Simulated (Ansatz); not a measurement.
**Nudged elastic band, with input and output: HfNH$_{3}$Cl$_{2}$F**

System: HfNH$_{3}$Cl$_{2}$F, multiplicity 2.
Method: UKS PBE0-D4/def2-SVP (Ansatz 0.2.0).

It belongs to a series of runs on one base structure; here: band between the two ends. Figures and captions count atoms from 1; the log counts them from 0 in places.

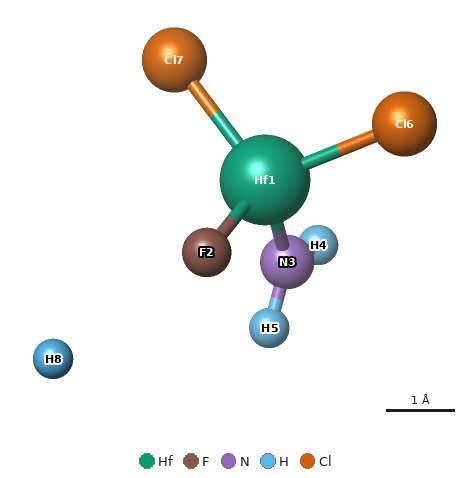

Fig. 1: The starting structure (ball-and-stick view, seen at a tilt; atoms are numbered from 1 in the order of the input). Sticks mark near contacts. Bond lengths as drawn: Cl–Hf 2.36 Å, F–Hf 1.90 Å, Hf–N 2.00 Å and H–N 1.02 Å.

Results in brief:

- outcome: converged
- barrier, forward: 0.677 eV
- barrier, backward: 0.277 eV
- hardware: 4 threads of Intel Xeon (Granite Rapids), 32 GiB of memory available, shared host
- wall time: 6.7 min (CPU time 25 min)
- peak memory: 0.42 GiB

Notes:

The order of the saddle point was not checked.

Input:
```yaml
crystal:
  periodic: [false, false, false]
  atoms:
    - { symbol: Hf, position_ang: [-0.02598, 0.034993, -0.225858] }
    - { symbol: F, position_ang: [-0.001918, 0.356933, 1.646329] }
    - { symbol: "N", position_ang: [1.897062, 0.007186, -0.770754] }
    - { symbol: H, position_ang: [2.248548, -0.134151, -1.716625] }
    - { symbol: H, position_ang: [2.690057, 0.131927, -0.143863] }
    - { symbol: Cl, position_ang: [-1.11187, 1.742485, -1.435638] }
    - { symbol: Cl, position_ang: [-0.982981, -2.048934, -0.774166] }
    - { symbol: H, position_ang: [0.164883, -0.09044, 4.861473] }
magnetization:
  spin_polarized: true
  initial_magnetization: 1
basis:
  gaussian: { orbitals: def2-SVP }
hamiltonian:
  xc: pbe0
  dispersion: d4
neb:
  order_check: false
  images: 5
  f_tol: 0.05
  max_iterations: 60
  final_atoms:
    - { symbol: Hf, position_ang: [0.35797737, -0.19751186, 0.14748572] }
    - { symbol: F, position_ang: [-0.72903909, -0.29042552, 2.29428465] }
    - { symbol: "N", position_ang: [1.86627396, 0.00953935, -1.14813382] }
    - { symbol: H, position_ang: [2.23606216, -0.72419044, -1.75062823] }
    - { symbol: H, position_ang: [2.43568369, 0.84565058, -1.26982925] }
    - { symbol: Cl, position_ang: [-0.04672995, 2.07120081, 0.96757849] }
    - { symbol: Cl, position_ang: [-0.50396476, -2.36991101, -0.18335354] }
    - { symbol: H, position_ang: [-0.73846238, 0.65564707, 2.38349398] }
  initial_path:
    images:
      - { positions_ang: [[-0.02598, 0.034993, -0.225858], [-0.001918, 0.356933, 1.646329], [1.897062, 0.007186, -0.770754], [2.248548, -0.134151, -1.716625], [2.690057, 0.131927, -0.143863], [-1.11187, 1.742485, -1.435638], [-0.982981, -2.048934, -0.774166], [0.164883, -0.09044, 4.861473]] }
      - { positions_ang: [[-0.01760031, 0.01919169, -0.14946971], [0.00218762, 0.25032023, 1.84179565], [1.95778192, 0.00479234, -0.76168479], [2.36214124, -0.39437328, -1.44660026], [2.64898039, 0.39487892, -0.40884058], [-1.14806272, 1.83105029, -1.24870211], [-1.04306514, -2.06696068, -0.77738645], [0.11543799, -0.03890051, 4.39178626]] }
      - { positions_ang: [[-0.00922062, 0.00339039, -0.07308142], [0.00629324, 0.14370746, 2.0372623], [2.01850185, 0.00239868, -0.75261559], [2.47573448, -0.65459556, -1.17657553], [2.60790379, 0.65783083, -0.67381816], [-1.18425543, 1.91961559, -1.06176623], [-1.10314928, -2.08498736, -0.7806069], [0.06599298, 0.01263898, 3.92209953]] }
      - { positions_ang: [[-0.00084094, -0.01241092, 0.00330686], [0.01039885, 0.03709468, 2.23272895], [2.07922177, 5.02e-06, -0.74354638], [2.58932771, -0.91481784, -0.90655079], [2.56682718, 0.92078275, -0.93879574], [-1.22044815, 2.00818088, -0.87483034], [-1.16323342, -2.10301404, -0.78382734], [0.01654798, 0.06417847, 3.45241279]] }
      - { positions_ang: [[0.11876517, -0.07411123, 0.05136648], [-0.23608046, -0.07207872, 2.25324752], [2.00823917, 0.00318313, -0.87840886], [2.47157253, -0.85127538, -1.18790994], [2.52311269, 0.8957387, -1.04914024], [-0.82920875, 2.02918753, -0.26069407], [-0.9434772, -2.19197969, -0.58366941], [-0.23512214, 0.26133467, 3.09610652]] }
      - { positions_ang: [[0.23837127, -0.13581155, 0.0994261], [-0.48255978, -0.18125212, 2.27376608], [1.93725656, 0.00636124, -1.01327134], [2.35381735, -0.78773291, -1.46926908], [2.47939819, 0.87069464, -1.15948475], [-0.43796935, 2.05019417, 0.35344221], [-0.72372098, -2.28094535, -0.38351147], [-0.48679226, 0.45849087, 2.73980025]] }
      - { positions_ang: [[0.35797737, -0.19751186, 0.14748572], [-0.72903909, -0.29042552, 2.29428465], [1.86627396, 0.00953935, -1.14813382], [2.23606216, -0.72419044, -1.75062823], [2.43568369, 0.84565058, -1.26982925], [-0.04672995, 2.07120081, 0.96757849], [-0.50396476, -2.36991101, -0.18335354], [-0.73846238, 0.65564707, 2.38349398]] }
```

Launched with:
```bash
ansatz run input.yaml --threads 4 --pin off --max-ram 5120MiB --backend cpu --events-out ev --progress --plain --runs-dir out
```

Log:
```
Engine: ansatz 0.2.0, x86_64-unknown-linux-gnu
Functional definition: PBE0
  parameter a = 0.25
  parameter kappa = 0.804
  parameter beta = 0.06672455060314922
  exchange = (1 - a)*pbe_x(kappa = kappa, mu = beta*pi^2/3) + a*exact_x
  correlation = pbe_c(beta = beta)
1145 factors; integrals over basis functions are off by at most 4.2e-4 eV
mean field evaluation 1: about -30580.8469 eV, gradient 4.6e1 eV
mean field evaluation 2: about -30546.8361 eV, gradient 9.9e1 eV
mean field evaluation 4: about -30588.9865 eV, gradient 3.5e0 eV
mean field evaluation 8: about -30589.0897 eV, gradient 2.8e-1 eV
mean field evaluation 16: about -30589.0901 eV, gradient 2.3e-4 eV
mean field -30589.09011404 eV, -1124.1283276611 hartree, gradient 6.2e-5 eV, S^2 0.750000; 0 other end points of the search recorded, 0 dependent functions left out
the calculation of the forces begins
reference -30589.09017611 eV, -1124.1283299421 hartree; 33, 32 occupied and 78, 79 virtual orbitals, 1145 factors
1147 factors; integrals over basis functions are off by at most 1.6e-3 eV
mean field evaluation 32: about -30588.6887 eV, gradient 1.1e-2 eV
mean field -30588.68870625 eV, -1124.1135761968 hartree, gradient 4.8e-5 eV, S^2 0.753153; 2 other end points of the search recorded, 0 dependent functions left out
[... from here on the field's lines of each further geometry are left out, up to the last ...]
NEB iter   1: max|band force component| = 1.262e1 eV/Å  barrier→ = 2.6396 eV  barrier← = 2.2394 eV  Δτ_max = 0.2000 Å  (395 SCF iters)
NEB iter   2: max|band force component| = 9.094e-1 eV/Å  barrier→ = 1.8139 eV  barrier← = 1.4137 eV  Δτ_max = 0.2000 Å  (212 SCF iters)
NEB iter   3: max|band force component| = 1.582e0 eV/Å  barrier→ = 1.4373 eV  barrier← = 1.0371 eV  Δτ_max = 0.1038 Å  (203 SCF iters)
NEB iter   4: max|band force component| = 2.101e0 eV/Å  barrier→ = 1.3787 eV  barrier← = 0.9786 eV  Δτ_max = 0.0504 Å  (191 SCF iters)
NEB iter   5: max|band force component| = 1.760e0 eV/Å  barrier→ = 1.1339 eV  barrier← = 0.7337 eV  Δτ_max = 0.0495 Å  (182 SCF iters)
NEB iter   6: max|band force component| = 1.480e0 eV/Å  barrier→ = 0.9813 eV  barrier← = 0.5811 eV  Δτ_max = 0.0999 Å  (187 SCF iters)
NEB iter   7: max|band force component| = 1.360e0 eV/Å  barrier→ = 0.7670 eV  barrier← = 0.3668 eV  Δτ_max = 0.0499 Å  (184 SCF iters)
NEB iter   8: max|band force component| = 9.269e-1 eV/Å  barrier→ = 0.7135 eV  barrier← = 0.3134 eV  Δτ_max = 0.1001 Å  (187 SCF iters)
NEB iter   9: max|band force component| = 4.466e-1 eV/Å  barrier→ = 0.7051 eV  barrier← = 0.3049 eV  CI = image 4  Δτ_max = 0.1954 Å  (178 SCF iters)
NEB iter  10: max|band force component| = 9.214e-1 eV/Å  barrier→ = 0.7074 eV  barrier← = 0.3073 eV  CI = image 4  Δτ_max = 0.1010 Å  (176 SCF iters)
NEB iter  11: max|band force component| = 1.193e0 eV/Å  barrier→ = 0.7120 eV  barrier← = 0.3118 eV  CI = image 4  Δτ_max = 0.1987 Å  (178 SCF iters)
NEB iter  12: max|band force component| = 1.333e0 eV/Å  barrier→ = 0.7021 eV  barrier← = 0.3019 eV  CI = image 4  Δτ_max = 0.1951 Å  (178 SCF iters)
NEB iter  13: max|band force component| = 1.707e0 eV/Å  barrier→ = 0.7786 eV  barrier← = 0.3785 eV  CI = image 4  Δτ_max = 0.2000 Å  (176 SCF iters)
NEB iter  14: max|band force component| = 3.529e0 eV/Å  barrier→ = 1.2307 eV  barrier← = 0.8305 eV  CI = image 4  Δτ_max = 0.1989 Å  (187 SCF iters)
NEB iter  15: max|band force component| = 3.439e0 eV/Å  barrier→ = 1.3384 eV  barrier← = 0.9382 eV  CI = image 4  Δτ_max = 0.1973 Å  (185 SCF iters)
NEB iter  16: max|band force component| = 3.354e0 eV/Å  barrier→ = 1.3887 eV  barrier← = 0.9885 eV  CI = image 4  Δτ_max = 0.2000 Å  (186 SCF iters)
NEB iter  17: max|band force component| = 3.596e0 eV/Å  barrier→ = 1.4489 eV  barrier← = 1.0487 eV  CI = image 4  Δτ_max = 0.2000 Å  (187 SCF iters)
NEB iter  18: max|band force component| = 3.837e0 eV/Å  barrier→ = 1.4750 eV  barrier← = 1.0748 eV  CI = image 4  Δτ_max = 0.2000 Å  (182 SCF iters)
NEB iter  19: max|band force component| = 3.910e0 eV/Å  barrier→ = 1.4300 eV  barrier← = 1.0299 eV  CI = image 4  Δτ_max = 0.2000 Å  (180 SCF iters)
NEB iter  20: max|band force component| = 3.697e0 eV/Å  barrier→ = 1.3102 eV  barrier← = 0.9101 eV  CI = image 4  Δτ_max = 0.2000 Å  (178 SCF iters)
NEB iter  21: max|band force component| = 3.035e0 eV/Å  barrier→ = 1.1534 eV  barrier← = 0.7533 eV  CI = image 4  Δτ_max = 0.2000 Å  (177 SCF iters)
NEB iter  22: max|band force component| = 2.048e0 eV/Å  barrier→ = 0.9991 eV  barrier← = 0.5989 eV  CI = image 4  Δτ_max = 0.2000 Å  (176 SCF iters)
NEB iter  23: max|band force component| = 1.582e0 eV/Å  barrier→ = 0.8845 eV  barrier← = 0.4844 eV  CI = image 4  Δτ_max = 0.1992 Å  (179 SCF iters)
NEB iter  24: max|band force component| = 1.346e0 eV/Å  barrier→ = 0.8284 eV  barrier← = 0.4282 eV  CI = image 4  Δτ_max = 0.1963 Å  (171 SCF iters)
NEB iter  25: max|band force component| = 1.382e0 eV/Å  barrier→ = 0.8073 eV  barrier← = 0.4071 eV  CI = image 4  Δτ_max = 0.1000 Å  (177 SCF iters)
NEB iter  26: max|band force component| = 1.048e0 eV/Å  barrier→ = 0.7723 eV  barrier← = 0.3721 eV  CI = image 4  Δτ_max = 0.1978 Å  (174 SCF iters)
NEB iter  27: max|band force component| = 5.526e-1 eV/Å  barrier→ = 0.7263 eV  barrier← = 0.3261 eV  CI = image 4  Δτ_max = 0.1904 Å  (175 SCF iters)
NEB iter  28: max|band force component| = 4.387e-1 eV/Å  barrier→ = 0.7047 eV  barrier← = 0.3045 eV  CI = image 4  Δτ_max = 0.1942 Å  (178 SCF iters)
NEB iter  29: max|band force component| = 2.288e0 eV/Å  barrier→ = 0.8406 eV  barrier← = 0.4405 eV  CI = image 5  Δτ_max = 0.1002 Å  (180 SCF iters)
NEB iter  30: max|band force component| = 2.500e0 eV/Å  barrier→ = 0.7201 eV  barrier← = 0.3200 eV  CI = image 5  Δτ_max = 0.2000 Å  (176 SCF iters)
NEB iter  31: max|band force component| = 2.316e0 eV/Å  barrier→ = 0.9260 eV  barrier← = 0.5258 eV  CI = image 4  Δτ_max = 0.2000 Å  (183 SCF iters)
NEB iter  32: max|band force component| = 7.220e-1 eV/Å  barrier→ = 0.7716 eV  barrier← = 0.3715 eV  CI = image 4  Δτ_max = 0.1986 Å  (181 SCF iters)
NEB iter  33: max|band force component| = 1.013e0 eV/Å  barrier→ = 0.6946 eV  barrier← = 0.2944 eV  CI = image 4  Δτ_max = 0.1005 Å  (185 SCF iters)
NEB iter  34: max|band force component| = 3.554e-1 eV/Å  barrier→ = 0.6783 eV  barrier← = 0.2781 eV  CI = image 4  Δτ_max = 0.1942 Å  (179 SCF iters)
NEB iter  35: max|band force component| = 4.536e-1 eV/Å  barrier→ = 0.6779 eV  barrier← = 0.2777 eV  CI = image 4  Δτ_max = 0.0997 Å  (183 SCF iters)
NEB iter  36: max|band force component| = 1.234e-1 eV/Å  barrier→ = 0.6779 eV  barrier← = 0.2777 eV  CI = image 4  Δτ_max = 0.1865 Å  (183 SCF iters)
NEB iter  37: max|band force component| = 2.908e-1 eV/Å  barrier→ = 0.6773 eV  barrier← = 0.2772 eV  CI = image 4  Δτ_max = 0.0911 Å  (184 SCF iters)
NEB iter  38: max|band force component| = 4.335e-1 eV/Å  barrier→ = 0.6778 eV  barrier← = 0.2776 eV  CI = image 4  Δτ_max = 0.0472 Å  (182 SCF iters)
NEB iter  39: max|band force component| = 1.464e-1 eV/Å  barrier→ = 0.6769 eV  barrier← = 0.2768 eV  CI = image 4  Δτ_max = 0.0348 Å  (184 SCF iters)
NEB iter  40: max|band force component| = 1.982e-1 eV/Å  barrier→ = 0.6771 eV  barrier← = 0.2769 eV  CI = image 4  Δτ_max = 0.0173 Å  (178 SCF iters)
the calculation of the forces begins
reference -30588.59218950 eV, -1124.1100292718 hartree; 33, 32 occupied and 78, 79 virtual orbitals, 1147 factors
1148 factors; integrals over basis functions are off by at most 9.5e-4 eV
mean field -30588.41379725 eV, -1124.1034734774 hartree, gradient 1.7e-5 eV, S^2 0.752893; 3 other end points of the search recorded, 0 dependent functions left out
the calculation of the forces begins
reference -30588.41385322 eV, -1124.1034755344 hartree; 33, 32 occupied and 78, 79 virtual orbitals, 1148 factors
NEB iter  41: max|band force component| = 4.949e-2 eV/Å  barrier→ = 0.6769 eV  barrier← = 0.2767 eV  CI = image 4  Δτ_max = 0.0000 Å  (373 SCF iters)
```

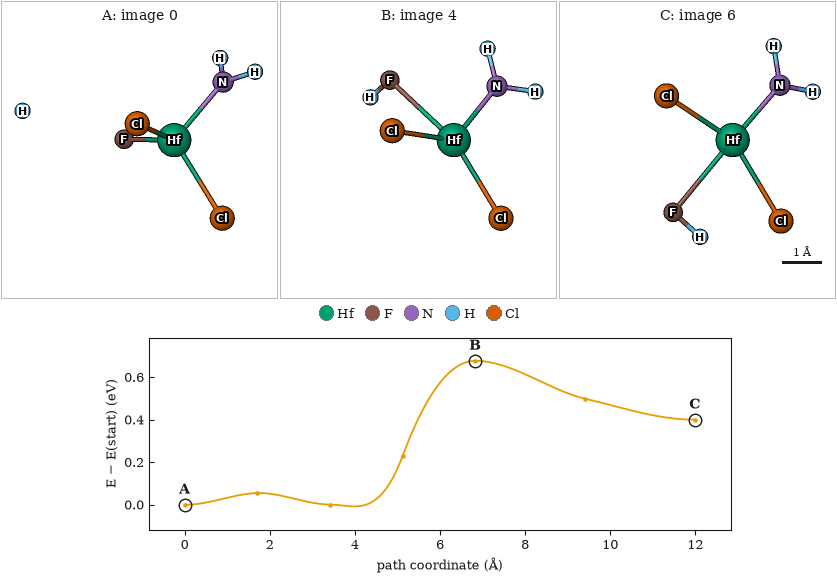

Fig. 2: Images of the last band (counted from 0; ball-and-stick, seen at a tilt) above the energy along the path; the line is a cubic interpolation that uses the forces. The highest image is number 4, 0.677 eV above the start and 0.277 eV above the end (the climbing image); the end lies 0.400 eV above the start. A further maximum stands at image 1, 0.055 eV from the start, so the path isn't one elementary step. The path is 11.99 Å long. The band converged in 41 iterations.

```
Total energy: -30588.56689752 eV, -1124.1090998085 hartree
Atom 0 at    -0.181034     0.231076    -0.183571 Å, force    -0.000009    -0.003892     0.003223 eV/Å
Atom 1 at     0.664613    -0.928620     1.817130 Å, force    -0.000343     0.000574    -0.000926 eV/Å
Atom 2 at     1.823250     0.196686    -0.420394 Å, force     0.002055     0.012116    -0.013168 eV/Å
Atom 3 at     2.493960    -0.466594    -0.038899 Å, force    -0.002746    -0.004063     0.004287 eV/Å
Atom 4 at     2.306594     0.788460    -1.095388 Å, force     0.000197    -0.005346     0.005286 eV/Å
Atom 5 at    -0.981229     2.154761    -1.263779 Å, force    -0.000413     0.001226    -0.000401 eV/Å
Atom 6 at    -1.738541    -1.557772     0.050429 Å, force     0.001477     0.000069     0.000209 eV/Å
Atom 7 at     0.490188    -0.417999     2.575369 Å, force    -0.000218    -0.000684     0.001490 eV/Å
Dipole moment:     0.735690    -0.019551     0.610029 e Å
this run last wrote the band of iteration 41 to [file]
```

The last band as extended XYZ (Å, eV, eV/Å):
```
8
Properties=species:S:1:pos:R:3:forces:R:3 image=0 energy=-30589.24374
Hf   -0.0260    0.0350   -0.2259    0.0027  -0.0030   0.0005
F    -0.0019    0.3569    1.6463    0.0009   0.0025  -0.0022
N     1.8971    0.0072   -0.7708    0.0023  -0.0009  -0.0063
H     2.2485   -0.1342   -1.7166   -0.0040   0.0006   0.0089
H     2.6901    0.1319   -0.1439    0.0002   0.0002  -0.0007
Cl   -1.1119    1.7425   -1.4356   -0.0015   0.0002   0.0003
Cl   -0.9830   -2.0489   -0.7742   -0.0001   0.0013  -0.0003
H     0.1649   -0.0904    4.8615   -0.0004  -0.0008  -0.0002
8
Properties=species:S:1:pos:R:3:forces:R:3 image=1 energy=-30589.18883
Hf   -0.1071   -0.0215   -0.2853   -0.0004  -0.0016  -0.0009
F    -0.3389    0.0169    1.6068   -0.0006   0.0020   0.0016
N     1.8540    0.0315   -0.6799    0.0019   0.0031  -0.0007
H     2.4560   -0.7799   -0.8082   -0.0020  -0.0019  -0.0041
H     2.4265    0.8725   -0.7302    0.0000  -0.0003   0.0063
Cl   -1.0508    1.9308   -1.1988    0.0000  -0.0009  -0.0014
Cl   -0.9229   -2.0560   -1.1382    0.0002  -0.0003   0.0008
H     0.5609    0.0057    4.6749    0.0009  -0.0001  -0.0017
8
Properties=species:S:1:pos:R:3:forces:R:3 image=2 energy=-30589.24292
Hf   -0.0878    0.0338   -0.2468   -0.0013  -0.0003  -0.0025
F    -0.1819    0.0056    1.6503   -0.0009   0.0009   0.0002
N     1.8663    0.0503   -0.6672    0.0204   0.0002  -0.0072
H     2.6193    0.0236    0.0182   -0.0075   0.0007   0.0083
H     2.2783    0.0840   -1.5984   -0.0123  -0.0011  -0.0017
Cl   -1.0627    1.9639   -1.1863    0.0003  -0.0006   0.0004
Cl   -1.0439   -1.8864   -1.2255    0.0007   0.0008  -0.0006
H     0.4902   -0.2749    4.6967    0.0006  -0.0005   0.0033
8
Properties=species:S:1:pos:R:3:forces:R:3 image=3 energy=-30589.01502
Hf   -0.1176    0.0835   -0.1893    0.0135  -0.0140   0.0264
F    -0.1431    0.1247    1.7042   -0.2862   0.3679  -0.0699
N     1.8598    0.0947   -0.4913   -0.0102  -0.0698  -0.0688
H     2.5252   -0.3529    0.1380    0.0047  -0.0137  -0.0346
H     2.3745    0.6346   -1.1838    0.0001  -0.0747  -0.0802
Cl   -1.0018    1.8814   -1.4353   -0.0115   0.0075   0.0816
Cl   -1.2616   -1.9472   -0.5522    0.1300  -0.0715  -0.2088
H     0.6425   -0.5188    3.4507    0.1595  -0.1317   0.3542
8
Properties=species:S:1:pos:R:3:forces:R:3 image=4 energy=-30588.56684
Hf   -0.1810    0.2311   -0.1836    0.0000  -0.0039   0.0032
F     0.6646   -0.9286    1.8171   -0.0003   0.0006  -0.0009
N     1.8233    0.1967   -0.4204    0.0021   0.0121  -0.0132
H     2.4940   -0.4666   -0.0389   -0.0027  -0.0041   0.0043
H     2.3066    0.7885   -1.0954    0.0002  -0.0053   0.0053
Cl   -0.9812    2.1548   -1.2638   -0.0004   0.0012  -0.0004
Cl   -1.7385   -1.5578    0.0504    0.0015   0.0001   0.0002
H     0.4902   -0.4180    2.5754   -0.0002  -0.0007   0.0015
8
Properties=species:S:1:pos:R:3:forces:R:3 image=5 energy=-30588.74490
Hf    0.2180    0.3436    0.1086   -0.0011  -0.0017   0.0414
F    -0.1518   -0.0692    2.3786   -0.0081   0.0820  -0.0021
N     1.9260    0.1052   -0.8974   -0.0194   0.0015  -0.0089
H     2.4731   -0.7498   -0.9727    0.0061   0.0037  -0.0234
H     2.4012    0.8491   -1.4056    0.0302  -0.0093  -0.0252
Cl   -0.7717    2.3985   -0.4704    0.0068   0.0033   0.0202
Cl   -0.7298   -1.9181    0.5067    0.0345  -0.0135   0.0101
H    -0.4872   -0.9593    2.1930   -0.0489  -0.0660  -0.0121
8
Properties=species:S:1:pos:R:3:forces:R:3 image=6 energy=-30588.84356
Hf    0.3580   -0.1975    0.1475    0.0212   0.0078  -0.0032
F    -0.7290   -0.2904    2.2943    0.0063  -0.0172  -0.0216
N     1.8663    0.0095   -1.1481   -0.0168  -0.0054   0.0134
H     2.2361   -0.7242   -1.7506   -0.0027   0.0070   0.0041
H     2.4357    0.8457   -1.2698   -0.0036  -0.0056   0.0006
Cl   -0.0467    2.0712    0.9676   -0.0007   0.0052  -0.0001
Cl   -0.5040   -2.3699   -0.1834   -0.0040  -0.0002   0.0069
H    -0.7385    0.6556    2.3835    0.0003   0.0084  -0.0001
```
